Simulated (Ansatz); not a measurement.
# Al₂F₄H₄N₂: shape, modes and thermochemistry

The task is to find a stationary geometry of Al₂F₄H₄N₂, check the end point by its vibrations and derive ideal-gas thermochemistry, and look at its orbitals and charge.

Computed with Ansatz 0.2.0, Gaussian basis. Level: RKS PBE0-D4/def2-TZVP.

Plan: relaxation at PBE0-D4/def2-TZVP; harmonic vibrations at the same level; a single point in def2-TZVPP for the fields.

### 1 Where the work starts

SMILES `[F][Al-]1([F])[NH2+][Al-]([F])([F])[NH2+]1`, 12 atoms, charge 0, spin multiplicity 1.

Atoms are counted from 1 here; the program's logs count them from 0.

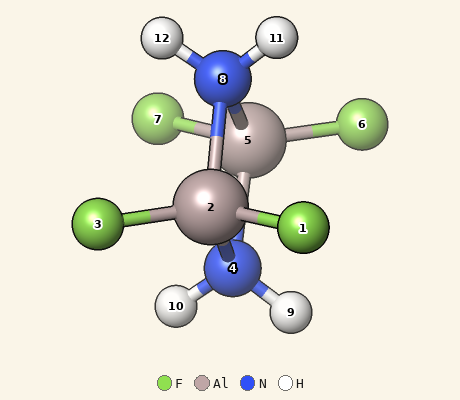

As it starts; fluorine green, aluminium light grey, nitrogen blue, hydrogen white; atoms are numbered from 1 in the order of the file.

The start is a GFN2-xTB geometry.

### 2 Optimising with PBE0-D4/def2-TZVP

in.yaml

```yaml
crystal:
  periodic: [false, false, false]
  atoms:
    - {symbol: F, position_ang: [0.588790, -0.674600, 2.392730]}
    - {symbol: Al, position_ang: [0.905250, -0.605360, 0.781790]}
    - {symbol: F, position_ang: [2.246440, -1.228600, 0.063980]}
    - {symbol: N, position_ang: [0.669960, 1.221430, 0.173080]}
    - {symbol: Al, position_ang: [-0.921850, 0.610780, -0.757270]}
    - {symbol: F, position_ang: [-2.246270, 1.217880, 0.003040]}
    - {symbol: F, position_ang: [-0.647850, 0.704980, -2.375640]}
    - {symbol: N, position_ang: [-0.658540, -1.225360, -0.189240]}
    - {symbol: H, position_ang: [0.525180, 1.922570, 0.898060]}
    - {symbol: H, position_ang: [1.411780, 1.578200, -0.428400]}
    - {symbol: H, position_ang: [-1.403890, -1.630810, 0.375270]}
    - {symbol: H, position_ang: [-0.469000, -1.891120, -0.937420]}
basis:
  gaussian: {orbitals: def2-TZVP}
hamiltonian: {xc: pbe0, dispersion: d4}
relax: {f_tol: 0.005, max_steps: 150}
```

On the command line:

```bash
ansatz run in.yaml --threads 4 --pin off --events-out ev --progress --plain --max-ram 11315MiB
```

What it wrote (excerpt; [...] marks lines left out):

```text
Functional definition: PBE0
  name "PBE0"
  cite "Adamo & Barone, J. Chem. Phys. 110, 6158 (1999) doi:10.1063/1.478522"
  cite "Perdew, Burke & Ernzerhof, Phys. Rev. Lett. 77, 3865 (1996) doi:10.1103/PhysRevLett.77.3865"
  parent pbe
[...]
1668 factors; their error is unknown
[...]
mean field -27106.75740395 eV, -996.1549609752 hartree, gradient 3.1e-5 eV, S^2 0.000000; 0 other end points of the search recorded, 0 dependent functions left out
[...]
reference -27106.75744363 eV, -996.1549624331 hartree; 40, 40 occupied and 244, 244 virtual orbitals, 1668 factors
relax step   1: F+E_penalty+E_count = -27107.02354403 eV  Δ(F+E_penalty+E_count) = +0.000e0 eV  max|allowed force component| = 2.584e-1 eV/Å  Δτ_max = 0.0000 Å  (27 SCF iters, accepted)
[...]
relax step   5: F+E_penalty+E_count = -27107.09711130 eV  Δ(F+E_penalty+E_count) = -8.222e-5 eV  max|allowed force component| = 1.423e-3 eV/Å  Δτ_max = 0.0081 Å  (31 SCF iters, accepted)
[...]
relax step   6: F+E_penalty+E_count = -27107.09712991 eV  Δ(F+E_penalty+E_count) = -1.860e-5 eV  max|allowed force component| = 3.198e-3 eV/Å  Δτ_max = 0.0066 Å  (31 SCF iters, accepted)
1668 factors; their error is unknown
[...]
mean field -27106.83241726 eV, -996.1577176633 hartree, gradient 3.9e-5 eV, S^2 0.000000; 1 other end points of the search recorded, 0 dependent functions left out
[...]
reference -27106.83245728 eV, -996.1577191341 hartree; 40, 40 occupied and 244, 244 virtual orbitals, 1668 factors
Total energy: -27107.09716993 eV, -996.1674471446 hartree
Atom 0 at     0.684704    -0.728197     2.417923 Å, force     0.000203     0.000030    -0.001590 eV/Å
Atom 1 at     0.936927    -0.624987     0.789761 Å, force     0.000970    -0.000867     0.001514 eV/Å
Atom 2 at     2.292998    -1.258252     0.093209 Å, force    -0.001468     0.000713     0.000190 eV/Å
Atom 3 at     0.638467     1.175940     0.173176 Å, force     0.001457     0.003199     0.000403 eV/Å
Atom 4 at    -0.937061     0.625011    -0.789599 Å, force    -0.001328     0.001232    -0.000565 eV/Å
Atom 5 at    -2.292438     1.257714    -0.091160 Å, force     0.001243    -0.000688    -0.000728 eV/Å
Atom 6 at    -0.686588     0.729263    -2.417951 Å, force     0.000140    -0.000375     0.001583 eV/Å
Atom 7 at    -0.638081    -1.176097    -0.173766 Å, force    -0.001447    -0.003022    -0.000384 eV/Å
Atom 8 at     0.467751     1.851813     0.910656 Å, force     0.000564    -0.001486    -0.001846 eV/Å
Atom 9 at     1.379786     1.551212    -0.409421 Å, force    -0.001504    -0.000625     0.001281 eV/Å
Atom 10 at    -1.379425    -1.551746     0.408571 Å, force     0.001704     0.000715    -0.001443 eV/Å
Atom 11 at    -0.467040    -1.851684    -0.911419 Å, force    -0.000536     0.001174     0.001585 eV/Å
Dipole moment:     0.000480    -0.000225    -0.000794 e Å
```

It took 64 s on 4 threads of Arm Neoverse V1, shared host; peak memory 1 GiB.

Along the way:

```csv
step,energy from step 1 (eV),largest force component (eV/Å)
1,0.0000,0.2584
2,-0.0565,0.3896
3,-0.0658,0.2245
4,-0.0735,0.0167
5,-0.0736,0.0014
6,-0.0736,0.0032
```

The force was under the threshold of 0.005 eV/Å already at step 5, but the program went on to step 6.

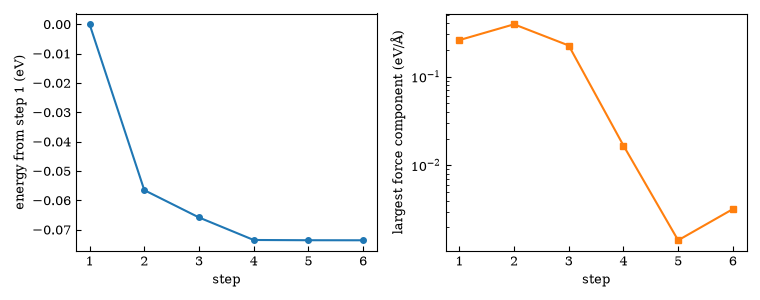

Energy and force, step by step.

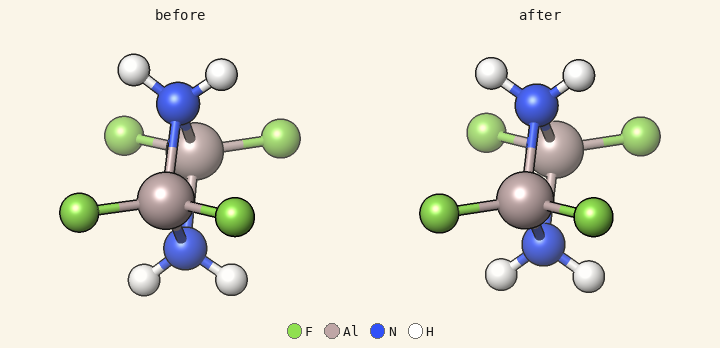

The geometry before (left) and after (right).

Close pairs (by a distance rule), those that changed most:

```
   bond  before (Å)  after (Å)  change (Å)
Al2–Al5       2.681      2.751      +0.070
 Al2–N8       1.942      1.927      -0.016
 N4–Al5       1.942      1.927      -0.015
 Al5–N8       1.940      1.927      -0.013
 Al2–N4       1.940      1.927      -0.013
 F1–Al2       1.643      1.651      +0.008
 Al5–F6       1.643      1.651      +0.007
 Al2–F3       1.644      1.651      +0.007
```

Mulliken charges at the end point, from the run's report:

```csv
atom,value (e)
F1,-0.36
Al2,0.69
F3,-0.36
N4,-0.52
Al5,0.69
F6,-0.36
F7,-0.36
N8,-0.52
H9,0.27
H10,0.27
H11,0.27
H12,0.27
```

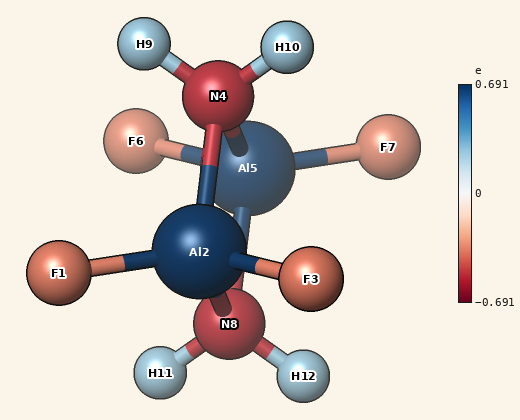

Mulliken charges at the end point, from the run's report, as colours on the atoms.

### 3 Harmonic vibrations

in.yaml

```yaml
crystal:
  periodic: [false, false, false]
  atoms:
    - {symbol: F, position_ang: [0.684704, -0.728197, 2.417923]}
    - {symbol: Al, position_ang: [0.936927, -0.624987, 0.789761]}
    - {symbol: F, position_ang: [2.292998, -1.258252, 0.093209]}
    - {symbol: N, position_ang: [0.638467, 1.175940, 0.173176]}
    - {symbol: Al, position_ang: [-0.937061, 0.625011, -0.789599]}
    - {symbol: F, position_ang: [-2.292438, 1.257714, -0.091160]}
    - {symbol: F, position_ang: [-0.686588, 0.729263, -2.417951]}
    - {symbol: N, position_ang: [-0.638081, -1.176097, -0.173766]}
    - {symbol: H, position_ang: [0.467751, 1.851813, 0.910656]}
    - {symbol: H, position_ang: [1.379786, 1.551212, -0.409421]}
    - {symbol: H, position_ang: [-1.379425, -1.551746, 0.408571]}
    - {symbol: H, position_ang: [-0.467040, -1.851684, -0.911419]}
basis:
  gaussian: {orbitals: def2-TZVP}
hamiltonian: {xc: pbe0, dispersion: d4}
phonons: {temperatures: {t_min: 298.15, t_max: 900, t_step: 200}}
```

Launched as before.

What it wrote (excerpt; [...] marks lines left out):

```text
Functional definition: PBE0
  name "PBE0"
  cite "Adamo & Barone, J. Chem. Phys. 110, 6158 (1999) doi:10.1063/1.478522"
  cite "Perdew, Burke & Ernzerhof, Phys. Rev. Lett. 77, 3865 (1996) doi:10.1103/PhysRevLett.77.3865"
  parent pbe
[...]
1668 factors; their error is unknown
[...]
mean field -27106.83241725 eV, -996.1577176631 hartree, gradient 3.9e-5 eV, S^2 0.000000; 0 other end points of the search recorded, 0 dependent functions left out
[...]
reference -27106.83245728 eV, -996.1577191339 hartree; 40, 40 occupied and 244, 244 virtual orbitals, 1668 factors
[...]
1668 factors; their error is unknown
mean field -27106.83241917 eV, -996.1577177337 hartree, gradient 7.6e-7 eV, S^2 0.000000; 0 other end points of the search recorded, 0 dependent functions left out
[...]
reference -27106.83245920 eV, -996.1577192046 hartree; 40, 40 occupied and 244, 244 virtual orbitals, 1668 factors
[...]
Atom 5 at    -2.292438     1.257714    -0.091160 Å, force     0.001235    -0.000692    -0.000725 eV/Å
Atom 6 at    -0.686588     0.729263    -2.417951 Å, force     0.000145    -0.000371     0.001570 eV/Å
Atom 7 at    -0.638081    -1.176097    -0.173766 Å, force    -0.001457    -0.003012    -0.000372 eV/Å
Atom 8 at     0.467751     1.851813     0.910656 Å, force     0.000560    -0.001456    -0.001820 eV/Å
Atom 9 at     1.379786     1.551212    -0.409421 Å, force    -0.001498    -0.000624     0.001273 eV/Å
Atom 10 at    -1.379425    -1.551746     0.408571 Å, force     0.001711     0.000720    -0.001448 eV/Å
Atom 11 at    -0.467040    -1.851684    -0.911419 Å, force    -0.000537     0.001166     0.001584 eV/Å
Dipole moment:     0.000479    -0.000226    -0.000794 e Å
Vibrations: 50.06 100.78 124.01 160.66 191.84 223.54 224.78 228.56 251.95 375.33 501.32 537.86 557.47 615.65 653.27 661.56 750.75 774.69 788.56 797.87 854.63 876.86 932.45 937.09 1570.38 1581.51 3527.72 3529.02 3601.92 3602.35 cm⁻¹, zero-point energy 1.834004 eV
```

It took 7.4 min on 4 threads of Arm Neoverse V1, shared host; peak memory 1.1 GiB.

Motions are named by where the mode's potential energy lies. The modes, unscaled (a negative number is an imaginary wavenumber):

| mode | cm⁻¹ | motion |
| --- | --- | --- |
| 1 | 50 | torsion |
| 2 | 101 | torsion with bend |
| 3 | 124 | torsion |
| 4 | 161 | bend with torsion |
| 5 | 192 | torsion |
| 6 | 224 | bend with torsion |
| 7 | 225 | torsion with bend |
| 8 | 229 | torsion with bend |
| 9 | 252 | torsion |
| 10 | 375 | torsion with bend |
| 11 | 501 | Al–N stretch |
| 12 | 538 | Al–N stretch with bend |
| 13 | 557 | torsion with bend |
| 14 | 616 | Al–N stretch |
| 15 | 653 | Al–N stretch with bend |
| 16 | 662 | wag or twist with bend |
| 17 | 751 | Al–F stretch |
| 18 | 775 | wag or twist |
| 19 | 789 | wag or twist with bend |
| 20 | 798 | Al–F stretch |
| 21 | 855 | wag or twist with bend |
| 22 | 877 | wag or twist with bend |
| 23 | 932 | Al–F stretch |
| 24 | 937 | Al–F stretch |
| 25 | 1570 | bend |
| 26 | 1582 | bend |
| 27 | 3528 | N–H stretch |
| 28 | 3529 | N–H stretch |
| 29 | 3602 | N–H stretch |
| 30 | 3602 | N–H stretch |

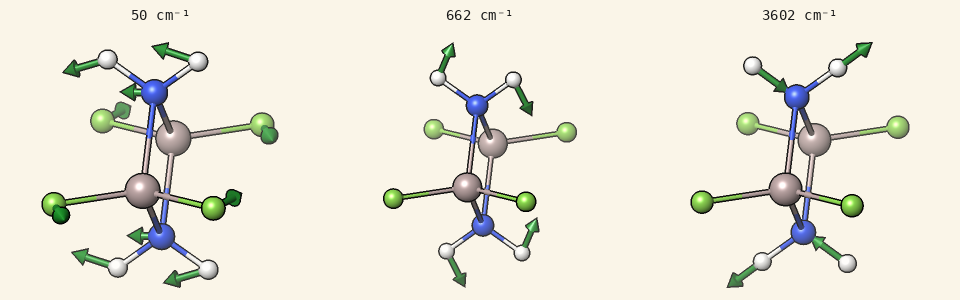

Displacements of 3 modes, as arrows.

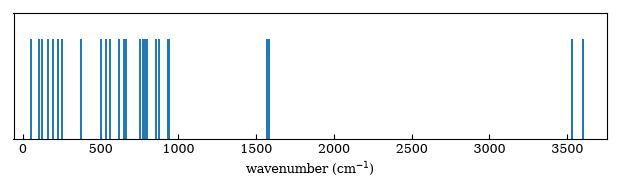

The harmonic wavenumbers as sticks (no intensities were computed).

Ideal gas, rigid rotor and harmonic oscillator at 298.15 K and 1 bar, with symmetry number 4:

```csv
term,value
zero-point energy,42.3 kcal/mol
H(298) − E,49.3 kcal/mol
"entropy, translation",172.3 J/(mol K)
"entropy, rotation",112.4 J/(mol K)
"entropy, vibration",121.1 J/(mol K)
"entropy, total",405.8 J/(mol K)
```

### 4 Orbitals, density and potential

in.yaml, as its differences from that of step 3:

```diff
@@ -16,4 +16,4 @@
 basis:
-  gaussian: {orbitals: def2-TZVP}
+  gaussian: {orbitals: def2-TZVPP}
 hamiltonian: {xc: pbe0, dispersion: d4}
-phonons: {temperatures: {t_min: 298.15, t_max: 900, t_step: 200}}
+output: {orbitals: {seedname: orbitals}}
```

Same command.

What it wrote:

```text
Functional definition: PBE0
  name "PBE0"
  cite "Adamo & Barone, J. Chem. Phys. 110, 6158 (1999) doi:10.1063/1.478522"
  cite "Perdew, Burke & Ernzerhof, Phys. Rev. Lett. 77, 3865 (1996) doi:10.1103/PhysRevLett.77.3865"
  parent pbe
  parameter a = 0.25
  parameter kappa = 0.804
  parameter beta = 0.06672455060314922
  exchange = (1 - a)*pbe_x(kappa = kappa, mu = beta*pi^2/3) + a*exact_x
  correlation = pbe_c(beta = beta)
1770 factors; their error is unknown
mean field evaluation 1: about -27091.2672 eV, gradient 1.0e2 eV
mean field evaluation 2: about -27077.5657 eV, gradient 1.4e2 eV
mean field evaluation 4: about -27106.8148 eV, gradient 5.2e0 eV
mean field evaluation 8: about -27106.8697 eV, gradient 7.8e-2 eV
mean field evaluation 16: about -27106.9321 eV, gradient 2.0e-5 eV
mean field -27106.93212059 eV, -996.1613816932 hartree, gradient 2.0e-5 eV, S^2 0.000000; 0 other end points of the search recorded, 0 dependent functions left out
reference -27106.93216132 eV, -996.1613831900 hartree; 40, 40 occupied and 286, 286 virtual orbitals, 1770 factors
Total energy: -27107.19687397 eV, -996.1711112003 hartree
```

Run time: 8.5 s. Hardware: 4 threads of Arm Neoverse V1, shared host; peak memory 1.2 GiB.

The fields below are evaluated on a grid from the run's orbitals.

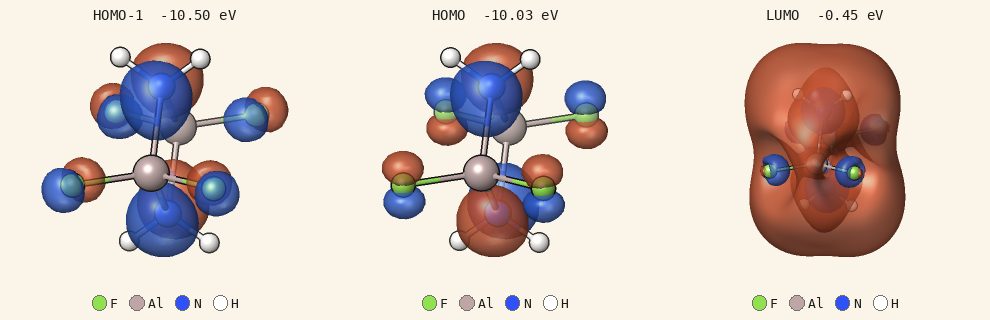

PBE0-D4/def2-TZVPP orbitals near the gap, drawn at the value that encloses 70 % of each; the two colours are the two signs.

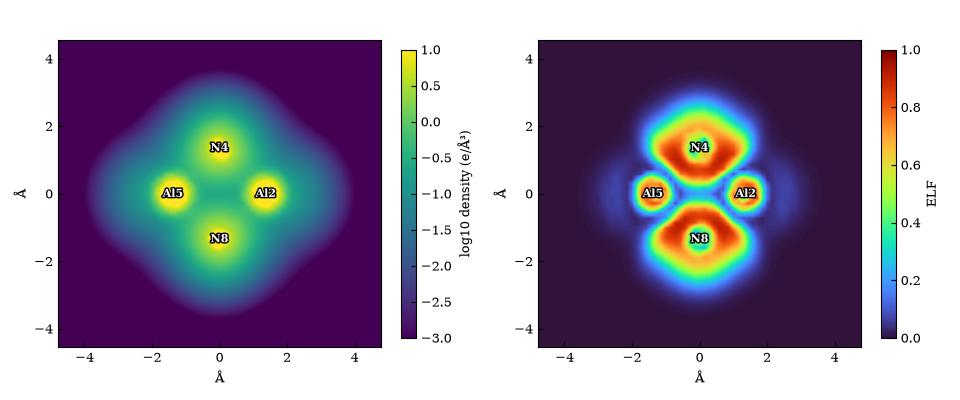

Density (left) and ELF (right) in a plane through or near 4 of the atoms.

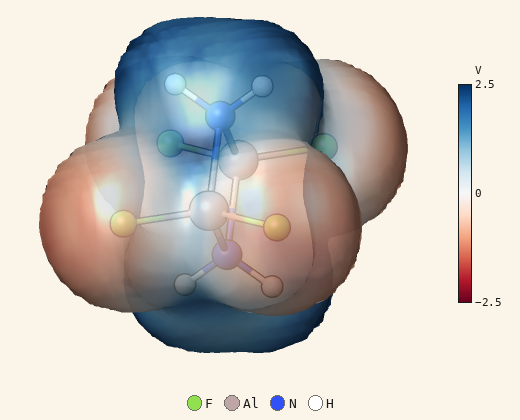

Electrostatic potential on the surface of density 0.002 e/bohr³; red is low, blue high. It runs from -1.25 V near F6 to 2.50 V near H11.

### 5 Summary of results

```
                  quantity             value
               point group               D2h
                     steps                 6
shift from the start (rms)           0.072 Å
              total energy    -27107.0972 eV
           dispersion term          -265 meV
             dipole moment            0.00 D
lowest, highest wavenumber     50, 3602 cm⁻¹
         zero-point energy     42.3 kcal/mol
       entropy at 298.15 K   405.8 J/(mol K)
                HOMO, LUMO  -10.03, -0.45 eV
```

The atoms moved 0.07 Å (rms) from the start; the bond that changed most is Al2–N8, from 1.942 to 1.927 Å. All wavenumbers are real, so the end point is a minimum. The stiffest mode, 3602 cm⁻¹, is an N–H stretch, and 5 modes under 200 cm⁻¹ make the vibrational entropy uncertain. Harmonic hybrid wavenumbers usually lie a few per cent above measured fundamentals. The largest Mulliken charge, +0.69 e, sits on Al5. The HOMO lies mostly on N4, N8 about 27 % each; 4 F atoms about 7 % each and the LUMO on 4 H atoms about 12 % each; 4 F atoms about 8 % each.
